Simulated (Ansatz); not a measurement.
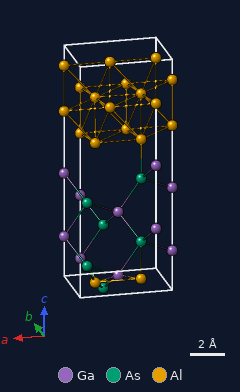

This is the input geometry for a relaxation of an interface cell of composition Al$_{5}$Ga$_{2}$As$_{2}$. Style: ball-and-stick. Shown: the cell of the calculation, reduced to other axes, from a free direction. Lengths and directions refer to the drawn axes.

Case: film shifted by (0, 0) in the plane.

Computed with DFT LDA, scalar-relativistic, plane waves, PAW in Ansatz 0.2.0.

The input:
```yaml
crystal:
  lattice:
    - [3.9621891203, 0.0, 0.0]
    - [0.0, 5.6033815906, 0.0]
    - [0.0, 0.0, 14.486659145]
  atoms:
    - { symbol: Ga, position: [-0.5, 0.5, 0.034514514] }
    - { symbol: As, position: [0.0, 0.75, 0.034514514] }
    - { symbol: Ga, position: [-1.0, 1.0, 0.1712675459] }
    - { symbol: As, position: [-0.5, 1.25, 0.1712675459] }
    - { symbol: Ga, position: [-1.5, 1.5, 0.3080205778] }
    - { symbol: As, position: [-1.0, 1.75, 0.3080205778] }
    - { symbol: Ga, position: [-2.0, 2.0, 0.4447736097] }
    - { symbol: As, position: [-1.5, 2.25, 0.4447736097] }
    - { symbol: Al, position: [-1.5, 2.25, 0.6145850186] }
    - { symbol: Al, position: [-1.5, 1.75, 0.6145850186] }
    - { symbol: Al, position: [-2.0013748292, 2.499999977, 0.7133547799] }
    - { symbol: Al, position: [-2.0013748292, 1.999999977, 0.7133547799] }
    - { symbol: Al, position: [-2.5027496584, 2.7499999539, 0.8121245413] }
    - { symbol: Al, position: [-2.5027496584, 2.2499999539, 0.8121245413] }
    - { symbol: Al, position: [-3.0041244876, 2.9999999309, 0.9108943026] }
    - { symbol: Al, position: [-3.0041244876, 2.4999999309, 0.9108943026] }
    - { symbol: Al, position: [-3.5054993168, 3.2499999079, 1.0096640639] }
    - { symbol: Al, position: [-3.5054993168, 2.7499999079, 1.0096640639] }
basis:
  ecutwfc: 420
kpoints:
  mp_grid: { grid: [9, 6, 2] }
hamiltonian:
  xc: lda
scf:
  occupations: { method: gaussian, width: 0.1 }
output:
  forces: true
  stress: true
  eigenvalues: true
  populations: true
  write_density: true
  write_potential: true
  elf: true
  volumetric_format: npy
relax:
  adjacent_minimum: "off"
  f_tol: 0.02
  max_steps: 70
  cell: { fix: [a, b, gamma, alpha, beta], stress_tol: 0.15 }
```

Command:
```bash
ansatz run input.yaml --threads 4 --pin off --max-ram 8192MiB --backend cpu --events-out ev --progress --plain --runs-dir out
```

Question: Predict the outcome.

Answer: The largest move relative to the cell is that of Ga1, 1.03 Å along [−1 0 1]. By element the largest moves are Ga 1.03 Å, Al 0.98 Å, As 0.84 Å. Cell: a unchanged at 5.603 Å, b unchanged at 3.962 Å, c 14.487 → 15.854 Å (+9.4 %). Volume +9.4 %. Some distances before and after: As4–Al17 2.341 → 4.341 Å, As2–Al15 2.274 → 3.875 Å, Ga1–Al18 1.447 → 2.848 Å, As2–Al16 2.274 → 3.586 Å. Bonds break: As2–Al15 (2.27 → 3.87 Å), As2–Al16 (2.27 → 3.59 Å), As4–Al17 (2.34 → 4.34 Å), Ga1–Al18 (1.45 → 2.85 Å). Among the angles between lasting bonds that change: Al18–As2–Al18 159.4° → 91.3°, As4–Ga1–Al17 69.2° → 124.2°, As2–Ga1–Al17 124.8° → 100.1°. The energy falls by 32.353 eV per cell of the calculation in 11 accepted moves (13 points after the start). The largest force component goes from 43 to 0.0052 eV/Å. The pressure goes from 31.78 to −0.34 GPa. The SCF was repeated twice at an unchanged geometry on a basis and grid sized afresh for the cell, which shifted the energy by 22.2 meV per cell of the calculation at most.

The end point in the same view:

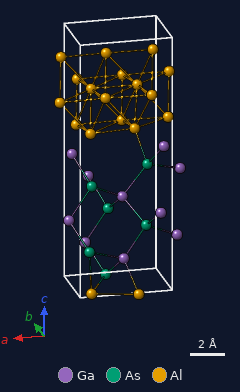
